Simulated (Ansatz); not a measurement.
## Electronic structure of H$_{4}$O$_{2}$Si···H$_{2}$ in real space

Input file:

```
crystal:
  periodic: [false, false, false]
  atoms:
    - { symbol: Si, position_ang: [0.0, 0.0, 0.0] }
    - { symbol: H, position_ang: [0.0, 0.0, 1.81] }
    - { symbol: H, position_ang: [1.3768, 0.0, -0.4862] }
    - { symbol: H, position_ang: [-0.6877, 1.1914, -0.4862] }
    - { symbol: O, position_ang: [-0.7913, -1.3709, -0.5594] }
    - { symbol: H, position_ang: [-1.2459, -1.8365, 0.2129] }
    - { symbol: O, position_ang: [1.0334, -1.5693, 0.6243] }
    - { symbol: H, position_ang: [0.4671, -2.4013, 0.5398] }
    - { symbol: H, position_ang: [0.5283, -0.8022, 1.7351] }
basis:
  gaussian: { orbitals: "6-31G*" }
hamiltonian:
  xc: pbe
  dispersion: d4
relax:
  f_tol: 0.15
  max_steps: 25
  restrain:
    - { distance: [0, 6], at: 1.68, k: 30.0 }
    - { distance: [8, 1], at: 0.66, k: 30.0 }
    - { distance: [0, 1], at: 2.66, k: 30.0 }
    - { distance: [8, 6], at: 2.21, k: 30.0 }
output:
  orbitals: {}
```

Launched as:

```sh
ansatz run input.yaml --threads 1 --pin off --max-ram 2048MiB --backend cpu --events-out ev --progress --plain --runs-dir out
```

The fields are those of the run's last geometry, not of the input's.

Not at a stationary point (largest force 1.6 eV/Å).

Theory: RKS PBE-D4/6-31G* in Ansatz 0.2.0.

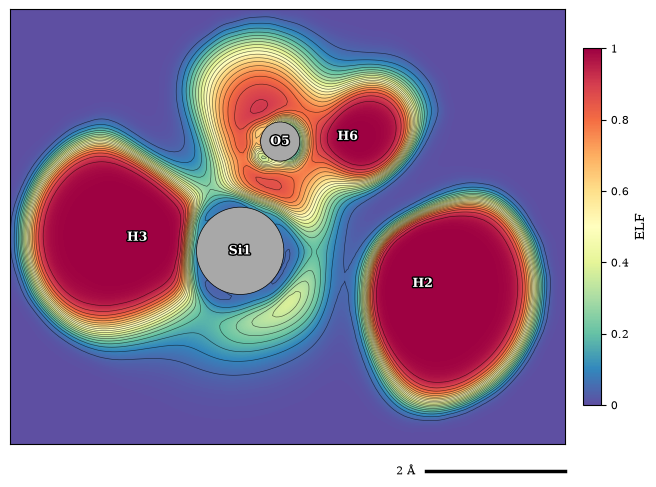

Figure 1. Electron localisation function on the plane of atoms Si1, O5 and H6. Grey discs cover the atomic cores.

> Read the bonding off the picture.

Atoms in the plane: Si, H and O. Si1···H2 (2.67 Å): the ELF dips to about 0.05 between them. Si–O (1.67 Å): the ELF peaks at about 0.85 between the atoms: a polar covalent bond. O–H (0.98 Å): the ELF climbs to about 1 towards the hydrogen, as it does in any bond to H; an ordinary covalent bond to hydrogen. Si–H (1.50 Å): the ELF climbs to about 1 towards the hydrogen. The ELF also peaks beside O5, away from the bonds: lone-pair regions.

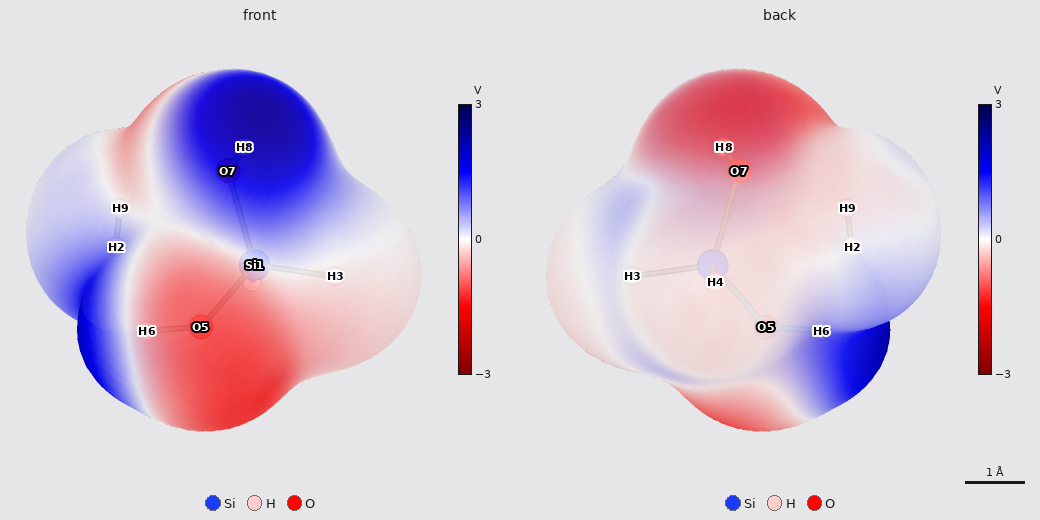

Figure 2. The electrostatic potential painted on the density surface at 0.001 e/bohr³, seen from the front and from behind; the colour scale runs from red (negative) to blue (positive).

> Describe the electrostatic potential map.

The most negative region (about −1.3 V, or −30 kcal/mol for a unit charge) lies over O5, the most positive (about +2.1 V, or +48 kcal/mol for a unit charge) over H6 and H8. O5 is the likeliest acceptor of a hydrogen bond.

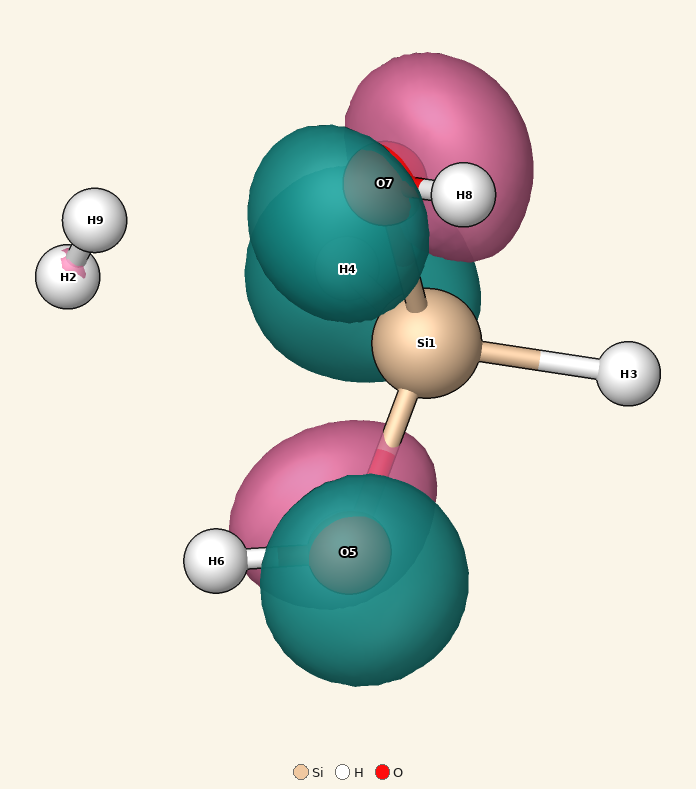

Figure 3. The HOMO−1 at ±0.15 Å⁻³ᐟ² (teal and pink are the two phases), seen at a tilt.

> What is the character of this orbital?

It lies mainly on O5 (about 35 %), O7 (about 30 %), Si1 (about 15 %) and H4 (about 15 %). Its energy is −7.31 eV.
